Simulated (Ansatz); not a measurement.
**CH3F (fluoromethane): wB97X/STO-3G**

Aim: the energy change on altering one bond length of CH3F (fluoromethane) at wB97X/STO-3G, from 2 runs. 

The results are computed with Ansatz 0.2.0.

55 further runs of the same task are left out: 3 that didn't finish, 52 set aside as unsound or not needed.

## 1. The molecule

CH3F has 5 atoms, charge 0, and is taken as a singlet. As SMILES, `CF`. The coordinates come from a PBE0-D4/def2-TZVP relaxation.

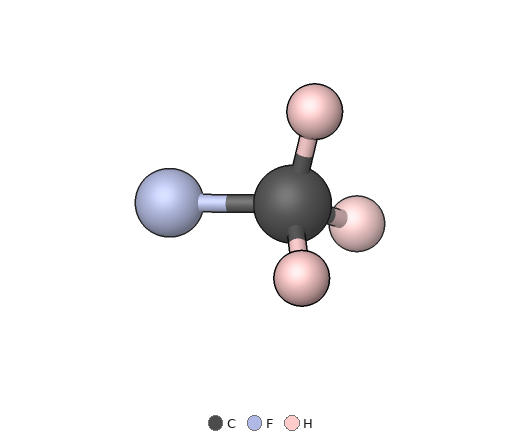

The structure, seen from a chosen angle (carbon dark grey, fluorine light blue, hydrogen pink).

## 2. The energy at wB97X/STO-3G

Input file input.yaml:

```yaml
crystal:
  periodic: [false, false, false]
  atoms:
    - symbol: C
      position_ang: [-0.050700, 0.032900, 0.007800]
    - symbol: F
      position_ang: [1.094100, -0.710500, -0.168600]
    - symbol: H
      position_ang: [-0.918700, -0.626900, -0.058000]
    - symbol: H
      position_ang: [-0.104800, 0.796000, -0.772000]
    - symbol: H
      position_ang: [-0.019800, 0.508500, 0.990700]
basis:
  gaussian:
    orbitals: STO-3G
hamiltonian:
  xc: {name: wB97X}
accuracy: high
```

Started as:

```sh
$ ansatz run input.yaml --threads 1 --pin off --max-ram 2610MiB --events-out events.jsonl --progress --plain --runs-dir runs
```

The log of the run:

```text
Warning: RAYON_NUM_THREADS=1 ignored (pool sized by the plan → 1); use --threads N
Functional definition: wB97X
  name "wB97X"
  parameter omega = 0.3/bohr
  parameter cx = 0.157706
  parameter cx1 = 0.726479
  parameter cx2 = 1.04760
  parameter cx3 = -5.70635
  parameter cx4 = 13.2794
  parameter css1 = -4.33879
  parameter css2 = 18.2308
  parameter css3 = -31.7430
  parameter css4 = 17.2901
  parameter cos1 = 2.37031
  parameter cos2 = -11.3995
  parameter cos3 = 6.58405
  parameter cos4 = -3.78132
  exchange = spin_sum(e_x_unif_sr(omega)*poly(b97_u_x, 1 - cx, cx1, cx2, cx3, cx4)) + cx*exact_x_sr(omega)
      + exact_x_lr(omega)
  correlation = spin_sum(e_c_pw_same_spin*poly(b97_u_same, 1, css1, css2, css3, css4))
      + integral(e_c_pw_opposite_spin*poly(b97_u_opposite, 1, cos1, cos2, cos3, cos4))
206 factors; integrals over basis functions are off by at most 2.5e-8 eV
111 factors; integrals over basis functions are off by at most 4.7e-10 eV
mean field evaluation 1: about -3748.3762 eV, gradient 1.7e1 eV
mean field evaluation 2: about -3749.1831 eV, gradient 9.3e0 eV
mean field evaluation 4: about -3749.4134 eV, gradient 7.3e-2 eV
mean field evaluation 8: about -3749.3858 eV, gradient 1.6e-4 eV
mean field -3749.38582988 eV, -137.7873878232 hartree, gradient 5.0e-8 eV, S^2 0.000000; 0 other end points of the search recorded, 0 dependent functions left out
reference -3749.38582862 eV, -137.7873877768 hartree; 9, 9 occupied and 4, 4 virtual orbitals, 206 factors
Total energy: -3749.38582862 eV, -137.7873877768 hartree
```

Wall time 2.9 s (1 thread of Arm Neoverse V1, shared host); peak memory 0.19 GiB.

## 3. The distorted shape, same level

Input file molecule.yaml:

```yaml
crystal:
  periodic: [false, false, false]
  atoms:
    - {symbol: C, position_ang: [-0.037175, -0.157876, 0.202751]}
    - {symbol: F, position_ang: [1.107625, -0.901276, 0.026351]}
    - {symbol: H, position_ang: [-0.905175, -0.817676, 0.136951]}
    - {symbol: H, position_ang: [-0.104800, 0.796000, -0.772000]}
    - {symbol: H, position_ang: [-0.006275, 0.317724, 1.185651]}
basis:
  gaussian:
    orbitals: STO-3G
total_charge: 0
hamiltonian:
  xc: {name: wB97X}
accuracy: high
```

Started as:

```sh
$ ansatz run molecule.yaml --threads 1 --pin off --max-ram 2610MiB --events-out events.jsonl --progress --plain --runs-dir runs
```

The log of the run (excerpt; [...] marks lines left out):

```text
Warning: RAYON_NUM_THREADS=1 ignored (pool sized by the plan → 1); use --threads N
Functional definition: wB97X
  name "wB97X"
[...]
      + exact_x_lr(omega)
[...]
      + integral(e_c_pw_opposite_spin*poly(b97_u_opposite, 1, cos1, cos2, cos3, cos4))
206 factors; integrals over basis functions are off by at most 2.5e-8 eV
112 factors; integrals over basis functions are off by at most 1.4e-9 eV
[...]
mean field -3748.55378801 eV, -137.7568108483 hartree, gradient 1.2e-8 eV, S^2 0.000000; 0 other end points of the search recorded, 0 dependent functions left out
reference -3748.55378671 eV, -137.7568108004 hartree; 9, 9 occupied and 4, 4 virtual orbitals, 206 factors
Total energy: -3748.55378671 eV, -137.7568108004 hartree
```

Wall time 2.9 s (1 thread of Arm Neoverse V1, shared host); peak memory 0.19 GiB.

## 4. Outcome

Level: wB97X/STO-3G.

| quantity | value |
| --- | --- |
| first shape: total energy | -137.78739 Eh |
| distorted shape: total energy | -137.75681 Eh |
| energy change with the C1–H4 bond stretched from 1.092 to 1.366 Å | 0.832 eV |

In words: With the C1–H4 bond stretched from 1.092 to 1.366 Å the energy rises by 0.83 eV (80.3 kJ/mol). The first shape isn't relaxed at this level, so the change isn't measured from a minimum. The minimal basis adds a large error of its own.
